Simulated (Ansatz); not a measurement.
## Resistivity from frozen vibrations: W(100) with 4 thermally displaced layers, 2x2

Aim: the resistivity of W at 300 K from frozen thermal displacements between perfect leads.

Method: Ansatz plane-wave DFT, PBE, PAW files; ballistic transport by layer matching (Landauer), zero bias; PAW set soft_1, in Ansatz 0.2.0.

### Step 1. The structure

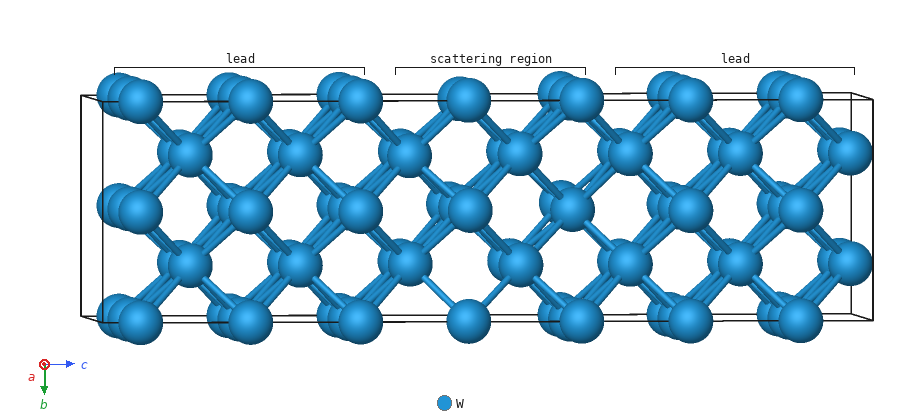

The starting structure, seen from the side, with the c axis across the page (tungsten blue). Some periodic images of atoms are drawn too.

The cell holds 56 atoms: 56 W. Its edges and angles: a = 6.330 Å, b = 6.330 Å, c = 22.154 Å, α = 90.0°, β = 90.0°, γ = 90.0°. It derives from W. Regions: lead, 40 atoms (40 W); scattering region, 16 atoms (16 W). The structure is stacked along c, and the current runs across the ab planes.

### Step 2. With 4 displaced layers

Each atom of 4 layers is moved at random, by amounts drawn from a normal law 0.0394 Å wide in each direction from the Debye model (400 K) at 300 K. The layers about the cell's end stay perfect and serve as the lead. Disorder leaves little or no symmetry, which makes such runs dear. Energies from -0.05 to 0.05 eV in steps of 0.05 eV are too few for the program's thermal sum, so it prints no conductance; for a metal the transmission near the Fermi level serves, at a fraction of the cost.

The input, input.yaml:

```yaml
crystal:
  lattice:
    - [6.3296, 0.0, 0.0]
    - [0.0, 6.3296, 0.0]
    - [0.0, 0.0, 22.1536]
  atoms:
    - { symbol: W, position: [0.0, 0.0, 0.0357142857] }
    - { symbol: W, position: [0.0, 0.5, 0.0357142857] }
    - { symbol: W, position: [0.5, 0.0, 0.0357142857] }
    - { symbol: W, position: [0.5, 0.5, 0.0357142857] }
    - { symbol: W, position: [0.25, 0.25, 0.1071428571] }
    - { symbol: W, position: [0.25, 0.75, 0.1071428571] }
    - { symbol: W, position: [0.75, 0.25, 0.1071428571] }
    - { symbol: W, position: [0.75, 0.75, 0.1071428571] }
    - { symbol: W, position: [0.0, 0.0, 0.1785714286] }
    - { symbol: W, position: [0.0, 0.5, 0.1785714286] }
    - { symbol: W, position: [0.5, 0.0, 0.1785714286] }
    - { symbol: W, position: [0.5, 0.5, 0.1785714286] }
    - { symbol: W, position: [0.25, 0.25, 0.25] }
    - { symbol: W, position: [0.25, 0.75, 0.25] }
    - { symbol: W, position: [0.75, 0.25, 0.25] }
    - { symbol: W, position: [0.75, 0.75, 0.25] }
    - { symbol: W, position: [0.0, 0.0, 0.3214285714] }
    - { symbol: W, position: [0.0, 0.5, 0.3214285714] }
    - { symbol: W, position: [0.5, 0.0, 0.3214285714] }
    - { symbol: W, position: [0.5, 0.5, 0.3214285714] }
    - { symbol: W, position: [0.2507836189, 0.2491766509, 0.3939975603] }
    - { symbol: W, position: [0.2506537944, 0.7466614182, 0.3935010447] }
    - { symbol: W, position: [0.758127235, 0.2559027218, 0.391603983] }
    - { symbol: W, position: [0.7421132076, 0.7461154158, 0.3929307331] }
    - { symbol: W, position: [0.9855091482, 0.9986363718, 0.4620670879] }
    - { symbol: W, position: [0.995436113, 0.4966078831, 0.4637224703] }
    - { symbol: W, position: [0.5025655046, 0.0064975083, 0.4640568292] }
    - { symbol: W, position: [0.5085165409, 0.4958541463, 0.4649116575] }
    - { symbol: W, position: [0.2556309158, 0.2505859356, 0.5343903171] }
    - { symbol: W, position: [0.2442553079, 0.7471472046, 0.536106393] }
    - { symbol: W, position: [0.7437075123, 0.2486963045, 0.5354307496] }
    - { symbol: W, position: [0.7533708428, 0.751337872, 0.5363471072] }
    - { symbol: W, position: [0.9959249858, 0.9991921776, 0.6085389029] }
    - { symbol: W, position: [0.0093078723, 0.4921528212, 0.609838741] }
    - { symbol: W, position: [0.508388225, 0.0048695561, 0.6076137802] }
    - { symbol: W, position: [0.4980434629, 0.5090871751, 0.6106335406] }
    - { symbol: W, position: [0.25, 0.25, 0.6785714286] }
    - { symbol: W, position: [0.25, 0.75, 0.6785714286] }
    - { symbol: W, position: [0.75, 0.25, 0.6785714286] }
    - { symbol: W, position: [0.75, 0.75, 0.6785714286] }
    - { symbol: W, position: [0.0, 0.0, 0.75] }
    - { symbol: W, position: [0.0, 0.5, 0.75] }
    - { symbol: W, position: [0.5, 0.0, 0.75] }
    - { symbol: W, position: [0.5, 0.5, 0.75] }
    - { symbol: W, position: [0.25, 0.25, 0.8214285714] }
    - { symbol: W, position: [0.25, 0.75, 0.8214285714] }
    - { symbol: W, position: [0.75, 0.25, 0.8214285714] }
    - { symbol: W, position: [0.75, 0.75, 0.8214285714] }
    - { symbol: W, position: [0.0, 0.0, 0.8928571429] }
    - { symbol: W, position: [0.0, 0.5, 0.8928571429] }
    - { symbol: W, position: [0.5, 0.0, 0.8928571429] }
    - { symbol: W, position: [0.5, 0.5, 0.8928571429] }
    - { symbol: W, position: [0.25, 0.25, 0.9642857143] }
    - { symbol: W, position: [0.25, 0.75, 0.9642857143] }
    - { symbol: W, position: [0.75, 0.25, 0.9642857143] }
    - { symbol: W, position: [0.75, 0.75, 0.9642857143] }
kpoints:
  mp_grid: { grid: [4, 4, 1] }
hamiltonian:
  xc: pbe
  pseudopotentials: { kind: paw, azcp: { folder: soft_1 } }
scf:
  occupations: { method: fermi_dirac, width: 0.1 }
output:
  transmission: { leads: [[0, 4]], kmesh: [8, 8], e_range: [-0.05, 0.05], de: 0.05 }
  write_potential: true
  write_density: true
  volumetric_format: npy
  elf: true
```

Command:

```sh
$ ansatz run input.yaml --threads 4 --pin off --max-ram 15360MiB --backend cpu --events-out ev --progress --plain --runs-dir out
```

Numbers of over 12 decimals in the logs are rounded to 6 here.

Output:

```text
Engine: ansatz 0.2.0, x86_64-unknown-linux-gnu
Pseudopotentials: kind: paw
Pseudopotential: W, paw, valence charge 14, recommended cutoff 420 eV (normal), soft_1/W.paw.azcp
Functional definition: PBE
  parameter kappa = 0.804
  parameter beta = 0.066725
  exchange = pbe_x(kappa = kappa, mu = beta*pi^2/3)
  correlation = pbe_c(beta = beta)
Crystal: 56 atoms, lattice volume = 887.558 Å³
Basis set: ecut = 420 eV, 17351 PW (Γ)
Bands: 471, of which v1, the nominal top of the filled ones, is band 392 counted from 1 (391 counted from 0)
Symmetry: 1 space group operations
Space group: P1 (ITA 1), of the structure as read, at distance tolerance 9.6e-5 Å
k-points: 10 of 16 (time reversal used)
Non-local potential: W, projectors of the file, l = 0: 3, l = 1: 2, l = 2: 2, l = 3: 1
PAW form: soft (Blöchl's): semilocal exchange-correlation on the pseudo side does not see the compensation charge
PAW one-centre angular grid: W, 590 points (default); XC on 64 Gauss nodes
Initial density: superposition of atomic densities (chi_scale 0.1, normalization cell)
Initial wavefunctions: pseudopotential atomic-orbital guess
Functional: x = pbe(κ = 0.804, μ = 0.219515), c = pbe(β = 0.066725)
SCF iter   1: F=—  HF=-581621.844368 eV  |F-HF|=—  |Δ(HF+E_count)|=         —  Δρ=6.31e-2  dr2=3.06e1  ethr=3.10e-3  ⟨swp⟩=5.0  Hψ=16979  notcnv=0
preconditioner: auto → Kerker (q_TF=auto, 2.672 Å⁻¹)  [metal: Δε(μ)=0.004 eV  Ē_g=5.402 eV  σ=0.100 eV  W_gap=0.01  n_scr=294 (ndim 8)  ℏωp=22.8 eV  f_vac=0.000  D(μ)=25.76/eV (n_scr^D=204)]
SCF iter   2: F=—  HF=-581614.663411 eV  |F-HF|=—  |Δ(HF+E_count)|=    7.18e0  Δρ=3.77e-2  dr2=1.06e1  ethr=3.10e-3  ⟨swp⟩=2.0  Hψ=6034  notcnv=0  defer=10
SCF iter   3: F=—  HF=-581611.052612 eV  |F-HF|=—  |Δ(HF+E_count)|=    3.61e0  Δρ=2.97e-3  dr2=3.27e-2  ethr=1.35e-3  ⟨swp⟩=2.0  Hψ=8535  notcnv=0  defer=10
SCF iter   4: F=—  HF=-581611.069222 eV  |F-HF|=—  |Δ(HF+E_count)|=   1.66e-2  Δρ=3.08e-4  dr2=5.12e-4  ethr=4.17e-6  ⟨swp⟩=2.5  Hψ=8865  notcnv=0  defer=9
SCF iter   5: F=—  HF=-581611.069322 eV  |F-HF|=—  |Δ(HF+E_count)|=   1.01e-4  Δρ=4.90e-5  dr2=4.23e-5  ethr=6.53e-8  ⟨swp⟩=2.0  Hψ=6277  notcnv=0  defer=9
SCF iter   6: F=—  HF=-581611.068655 eV  |F-HF|=—  |Δ(HF+E_count)|=   6.67e-4  Δρ=8.14e-6  dr2=3.74e-6  ethr=5.39e-9  ⟨swp⟩=2.1  Hψ=5933  notcnv=0  defer=9
SCF iter   7: F=—  HF=-581611.068655 eV  |F-HF|=—  |Δ(HF+E_count)|=   2.60e-7  Δρ=1.72e-6  dr2=1.33e-7  ethr=4.77e-10  ⟨swp⟩=1.9  Hψ=5273  notcnv=0  defer=9
SCF iter   8: F=-581611.068655 eV  HF=-581611.068655 eV  |F-HF|=5.12e-9  |Δ(HF+E_count)|=   4.77e-9  Δρ=3.79e-7  dr2=5.86e-9  ethr=1.28e-11  ⟨swp⟩=7.0  Hψ=9930  notcnv=0
SCF 1 converged in 8 iterations: F = -581611.068655 eV  dr2 = 5.86e-9
  greatest PAW one-centre occupation: 0.999 electrons in one spin orbital (limit 2), on the W atom at site 22 (counted from 0), in its partial waves of l = 0
transmission: 99 of 952 steps passed
transmission: 192 of 952 steps passed
[...]
transmission: 952 of 952 steps passed
SCF converged after 8 iterations
Free energy (F): -581611.068655 eV
Harris-Foulkes:  -581611.068655 eV  (|F-HF|=5.12e-9)
Internal energy: -581610.091525 eV  (E = F + TS)
E sigma→0 (E₀):  -581610.580090 eV
Entropy (-TS):   -0.977130 eV (-17.449 meV/atom)
Fermi energy:    22.480185 eV
--- Per-component energies (eV) ---
  E_band       = -4714.339729
  E_kinetic    = 23623.210265
  E_local      = -30352.566474  (includes V_loc(G=0)·N_el)
  E_nonlocal   = -1426.615874
  E_hartree    = 12752.832075
  E_xc         = -14996.755035
  E_vxc        = -12962.256196  (∫ρ·V_xc dr)
  E_paw        = -480360.965098  (= ΣΔE_a)
  E_vpaw       = -9101.781090  (= ΣTr[D̂ρ^β])
  E_aug_tail   = 0.008262  (compensation charges beyond the density's cutoff)
  E_ewald      = -90849.239646
  E_smearing   = -0.977130  (= −TS)
  E_closure    = -0.000000  (closes the sum)
  Σ components = -581611.068655   (vs F -581611.068655, Δ=0.00e0)
--- Band table (eV; the first three rows and the last of 10) ---
  k-point 0: bands = [... 388 lower, 22.3969, 22.3984, 22.4009, 22.4084, 22.5198, 22.5435, 22.5733, 22.5809, ... 75 higher]
  k-point 1: bands = [... 388 lower, 22.1710, 22.1744, 22.3820, 22.3928, 22.4513, 22.4606, 22.5691, 22.5767, ... 75 higher]
  k-point 2: bands = [... 388 lower, 22.4005, 22.4453, 22.4625, 22.4782, 22.7160, 22.7472, 22.8560, 22.8740, ... 75 higher]
  k-point 9: bands = [... 388 lower, 21.7120, 21.7166, 21.7572, 21.7671, 22.5150, 22.5270, 22.5388, 22.5734, ... 75 higher]
--- Transmission ---
  basis      : 349 plane waves across, 28 finite elements along
  points     : 34, standing for a mesh of 8 x 8
  energies   : 3 from -0.050000 to 0.050000 eV about the Fermi level, 0.050000 eV apart; the leads are filled to 0.000000 eV, and channels, transmission and decay are at 0.000000 eV
  crystal 0  : W4, at the sites [0, 4], period 1.5824 Å, over 15.82 Å; its Hamiltonian steps by up to 2.8 meV
    offset         : up to 0.0000 Å between an atom of the period and one for which it stands
    channels       : 5.656250e0 a spin
    conductance    : none, the energies end too early or step too widely for 300 K: set another output.transmission.e_range or a lower de, or, where they end at an eighth of basis.ecutwfc, a higher one
    slowest decay  : 0.0297 /Å at (0.5000, 0.5000)
  junction   : crystal 0 to crystal 0, 0.70 to 21.27 Å
    transmission   : 5.245125e0 a spin
    conductance    : none, the energies end too early or step too widely for 300 K: set another output.transmission.e_range or a lower de, or, where they end at an eighth of basis.ecutwfc, a higher one
```

Elapsed: 5.8 min, on 4 threads of Intel Xeon 6975P-C (Granite Rapids), shared host; peak memory 7.9 GiB; 19 min of CPU time.

In the SCF lines HF is the Harris–Foulkes energy and dr2 the Hartree energy of the density residual, in eV; the loop may stop once dr2 is under the threshold and the program's other checks hold. Hψ counts applications of the Hamiltonian.

This step gave:

* free energy: -581611.0687 eV
* energy at zero smearing: -581610.5801 eV
* Fermi energy: 22.48 eV
* cell area: 40.06 Å²
* transmission per spin nearest the Fermi level: 5.245
* open channels per spin nearest the Fermi level: 5.656
* step of the lead's potential: 2.8 meV

Per spin. Transmission, zone mean against energy, zero at the Fermi level:

```csv
energy (eV),"transmission, zone mean"
-0.0500,4.92
0.0000,5.25
0.0500,5.22
```

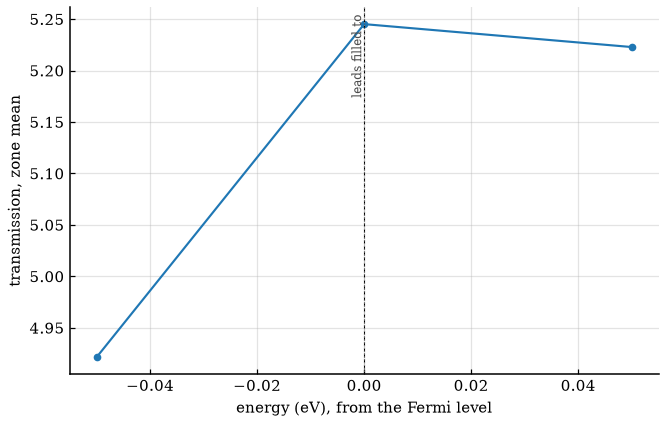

Transmission, zone mean against energy.

Per spin. Table of open channels, zone mean, lead by energy, zero at the Fermi level:

```csv
energy (eV),"open channels, zone mean, lead"
-0.0500,5.28
0.0000,5.66
0.0500,5.53
```

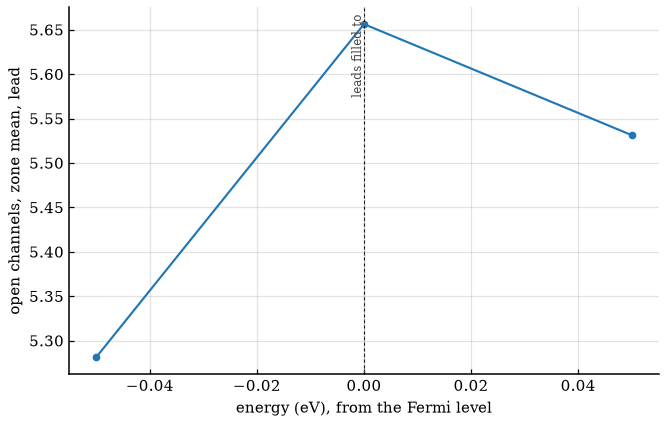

Open channels, zone mean, lead against energy.

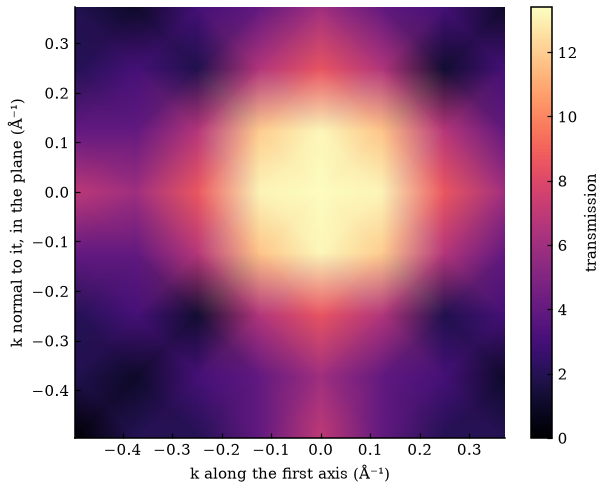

Transmission over k1 and k2. At 0.0000 eV from the Fermi level.

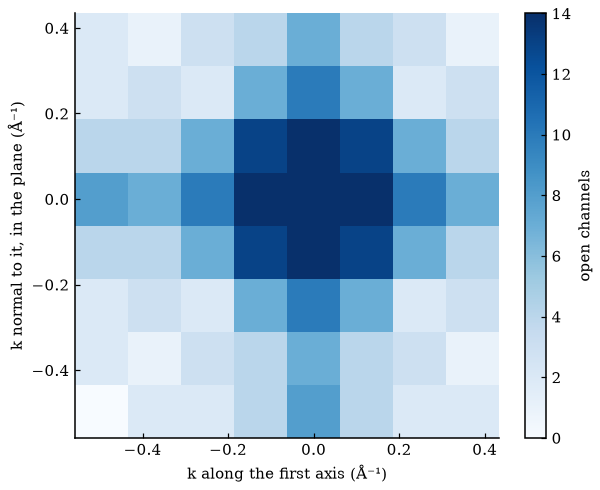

Open channels over k1 and k2. At 0.0000 eV from the Fermi level.

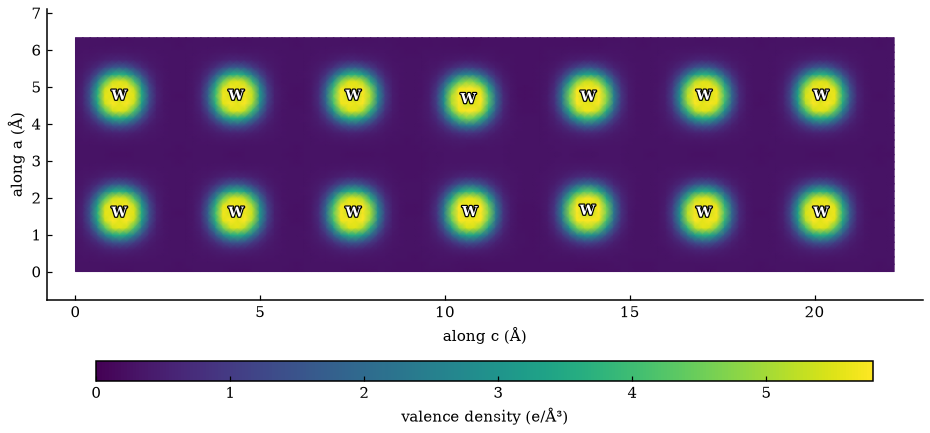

Valence density in the ca plane at fractional y = 0.000, with atoms of W within 0.2 Å of it. It is the smooth field of the valence electrons, not physical close to the nuclei. The map starts off the cell's origin, so that atoms lie inside it.

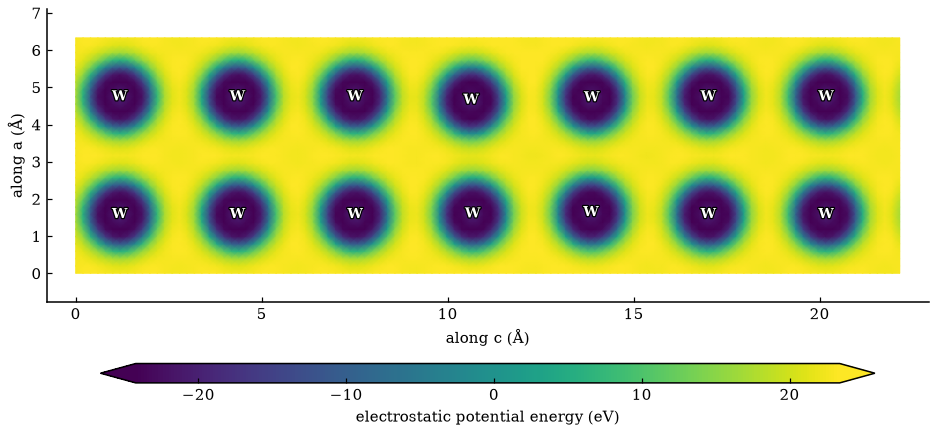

Electrostatic potential energy in the ca plane at fractional y = 0.000, with atoms of W within 0.2 Å of it. With pseudopotentials it is smooth inside the atoms' cores, unlike the true potential. The map starts off the cell's origin, so that atoms lie inside it.

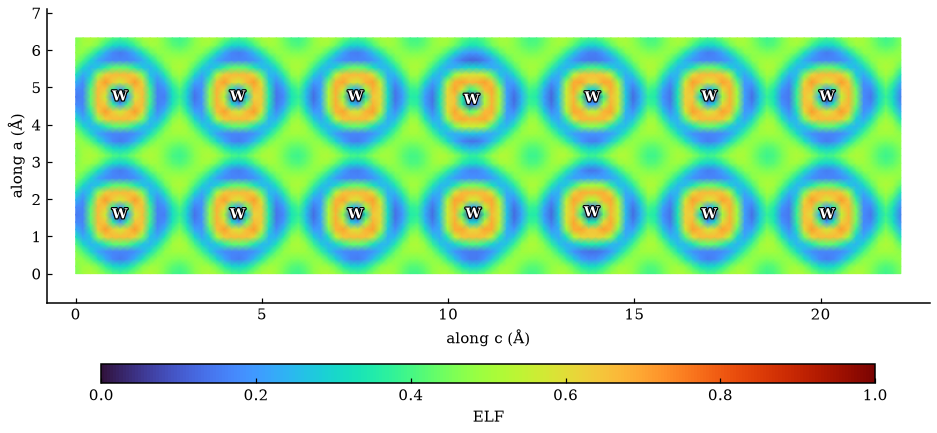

ELF in the ca plane at fractional y = 0.000, with atoms of W within 0.2 Å of it. It is the smooth field of the valence electrons, not physical close to the nuclei. The map starts off the cell's origin, so that atoms lie inside it.

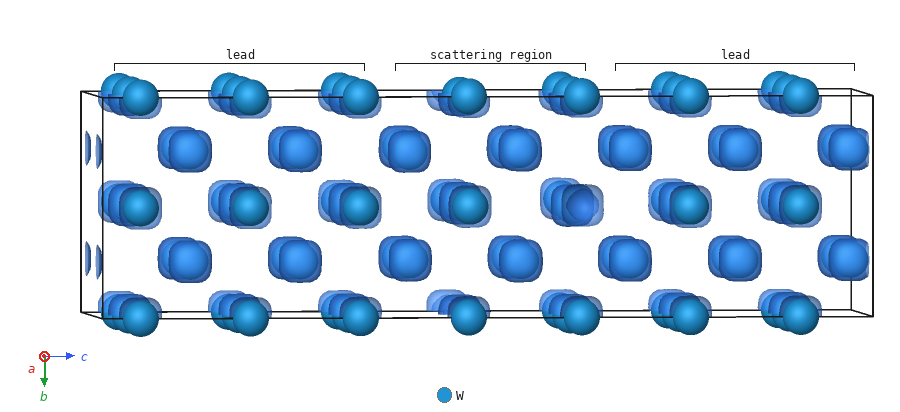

Surface of ELF = 0.65.

Over the solved energies the transmission per spin lies between 4.92 and 5.25, out of 5.49 channels of the lead on average (up to 5.66).

[end of part 1 of 3]

[Logs are printed without paths, hosts, clocks, repeated set-up lines and the standing remarks that a program may print on its own settings, such as how far it seeks lower states.]

[Hosts, paths, dates, database ids (printed as entryN), source tags and the programs' standing remarks are cut or masked in the printed files.]
